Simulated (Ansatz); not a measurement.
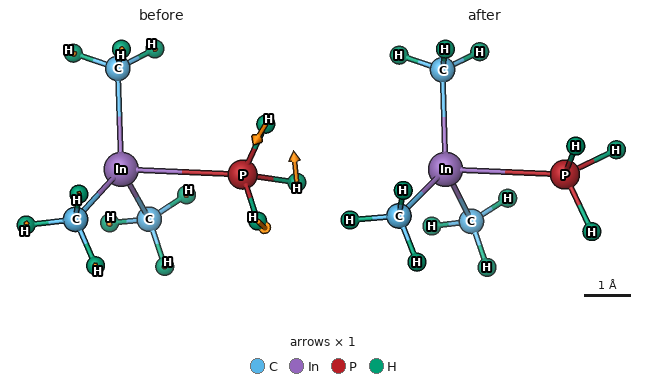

The structure of C$_{3}$H$_{12}$InP before (left) and after (right) a relaxation, at one scale. The orange arrows give the displacements, at their true length.

A ball-and-stick model, seen at a tilt.

The start comes from PBE-D4/def2-SVP.

Level of theory: RKS PBE0-D4/def2-TZVP in Ansatz 0.2.0. Set-up: force threshold 0.005 eV/Å; at most 150 steps.

What changed between the two?

The largest moves after the best rigid fit, 0.73 Å, are those of H atoms. By element the largest moves are H 0.73 Å, C 0.08 Å, In 0.03 Å, P 0.02 Å. Near-neighbour distances that change, for instance: In–P 2.923 → 2.874 Å, C–In 2.202 → 2.175 Å, H–P 1.434 → 1.413 Å, C–H 1.108 → 1.092 Å. Groups turn about In–P by about 35°. After 22 accepted moves (24 points after the start) the energy has fallen by 1.78 kcal/mol. Largest force component: 0.52 eV/Å at the start, 0.0036 eV/Å at the end. The line search rejected the trial steps at points 6, 19 of the run. The forces were under the threshold at step 5, but the run went on from there.
